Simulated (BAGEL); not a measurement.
# triplet GeSiH6O at ROHF/cc-pVDZ (density fitting with qzvpp-jkfit)

Aim: the energy of triplet GeSiH6O. 

The results are computed with BAGEL 1.2.2.

2 further runs of the same task are left out: 1 that didn't finish, 1 set aside as unsound or not needed. Runs told in other sessions of the task aren't counted.

### 1 The molecule

GeSiH6O: 9 atoms, total charge 0, spin state triplet. SMILES of the parent species: `[OH][GeH2][SiH3]`. Geometry: relaxed at PBE0-D4/def2-TZVP. This is one conformer, not always the lowest. That shape belongs to the parent species and isn't relaxed for this state.

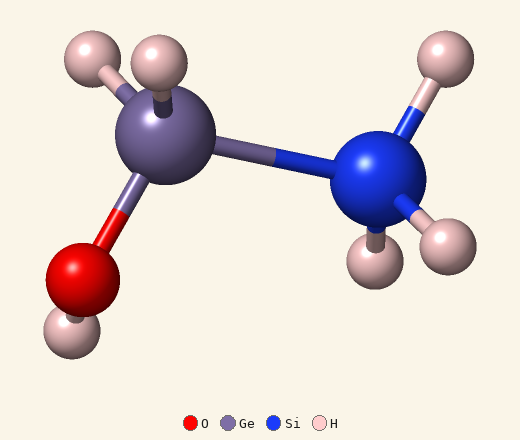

The structure, seen from a chosen angle (oxygen red, germanium purple, silicon blue, hydrogen pink).

### 2 The energy at ROHF/cc-pVDZ (density fitting with qzvpp-jkfit)

input.json

```json
{ "bagel": [

{
  "title": "molecule",
  "basis": "cc-pvdz.json",
  "df_basis": "qzvpp-jkfit",
  "angstrom": true,
  "geometry": [
    { "atom": "O", "xyz": [      -1.665400,       1.003200,      -0.854800 ] },
    { "atom": "Ge", "xyz": [       0.086300,       0.899600,      -0.495500 ] },
    { "atom": "Si", "xyz": [       0.525800,      -1.010700,       0.870400 ] },
    { "atom": "H", "xyz": [      -1.973400,       0.267900,      -1.389000 ] },
    { "atom": "H", "xyz": [       0.873700,       0.832100,      -1.824400 ] },
    { "atom": "H", "xyz": [       0.388100,       2.226700,       0.215900 ] },
    { "atom": "H", "xyz": [       1.986000,      -1.132800,       1.128400 ] },
    { "atom": "H", "xyz": [       0.060100,      -2.236200,       0.166300 ] },
    { "atom": "H", "xyz": [      -0.192800,      -0.896100,       2.165800 ] }
  ]
},

{
  "title": "rohf",
  "nopen": 2
},

{
  "title": "print",
  "file": "orbitals.molden",
  "orbitals": true
}

]}
```

The basis set cc-pVDZ is read from a file made from the Basis Set Exchange's data (not shown).

Run with:

```
$ BAGEL_NUM_THREADS=1 BAGEL input.json > input.out
```

The log of the run:

```text
* using 1 threads per process

  ===============================================================
  ===============================================================

  *** Geometry ***

  { "atom" : "O", "xyz" : [     -3.147150,      1.895773,     -1.615338 ] },
  { "atom" : "Ge", "xyz" : [      0.163083,      1.699998,     -0.936359 ] },
  { "atom" : "Si", "xyz" : [      0.993618,     -1.909946,      1.644818 ] },
  { "atom" : "H", "xyz" : [     -3.729186,      0.506258,     -2.624830 ] },
  { "atom" : "H", "xyz" : [      1.651054,      1.572441,     -3.447616 ] },
  { "atom" : "H", "xyz" : [      0.733403,      4.207853,      0.407992 ] },
  { "atom" : "H", "xyz" : [      3.752996,     -2.140682,      2.132367 ] },
  { "atom" : "H", "xyz" : [      0.113573,     -4.225806,      0.314261 ] },
  { "atom" : "H", "xyz" : [     -0.364339,     -1.693384,      4.092769 ] },

  Number of auxiliary basis functions:      579

  Since a DF basis is specified, we compute 2- and 3-index integrals:
    o Being stored without compression. Storage requirement is 0.037 GB

  Number of basis functions:       89
  Number of electrons      :       60

    * METHOD: MOLECULE                             0.30

  *** Open-shell HF ***

  === Nuclear Repulsion ===
   271.6998212361

      * DIIS with orbital gradients will be used.

  === ROHF iteration (cc-pvdz.json) ===
      0      -2442.12935309          0.02944879           0.20
      1      -2442.15864461          0.03404477           0.20
      2      -2442.20811729          0.02691493           0.18
      3      -2442.39363436          0.00255137           0.18
      4      -2442.39659611          0.00109156           0.19
      5      -2442.39836896          0.00075308           0.19
      6      -2442.39956830          0.00060981           0.19
      7      -2442.40065574          0.00049652           0.18
      8      -2442.40161430          0.00030188           0.18
      9      -2442.40190487          0.00022619           0.18
     10      -2442.40203246          0.00013909           0.18
     11      -2442.40210527          0.00007079           0.19
     12      -2442.40213183          0.00005330           0.18
     13      -2442.40215909          0.00003779           0.18
     14      -2442.40217446          0.00002314           0.18
     15      -2442.40217849          0.00001478           0.19
     16      -2442.40217978          0.00000748           0.19
     17      -2442.40218155          0.00000395           0.18
     18      -2442.40218200          0.00000299           0.19
     19      -2442.40218217          0.00000224           0.19
     20      -2442.40218221          0.00000163           0.19
     21      -2442.40218238          0.00000112           0.19
     22      -2442.40218242          0.00000057           0.18
     23      -2442.40218246          0.00000034           0.19
     24      -2442.40218245          0.00000019           0.18
     25      -2442.40218245          0.00000010           0.18
     26      -2442.40218245          0.00000006           0.20
     27      -2442.40218245          0.00000003           0.21
     28      -2442.40218245          0.00000003           0.20
     29      -2442.40218245          0.00000002           0.19
     30      -2442.40218245          0.00000001           0.19
     31      -2442.40218245          0.00000001           0.18
    * SCF iteration converged.

    * S^2 (ROHF) is 2.0000

    * Permanent dipole moment:
           (   -0.454497,     0.731918,     0.000244) a.u.

    * METHOD: ROHF                                 6.26

    * METHOD: PRINT                                0.01

  ===============================================================
```

Wall time 6.9 s (1 thread of Intel Xeon 6975P-C (Granite Rapids), shared host); peak memory 0.16 GiB.

### 3 Results

Level: ROHF/cc-pVDZ (density fitting with qzvpp-jkfit).

```
     quantity           value
 total energy  -2442.40218 Eh
dipole moment          2.19 D
         ⟨S²⟩           2.000
```
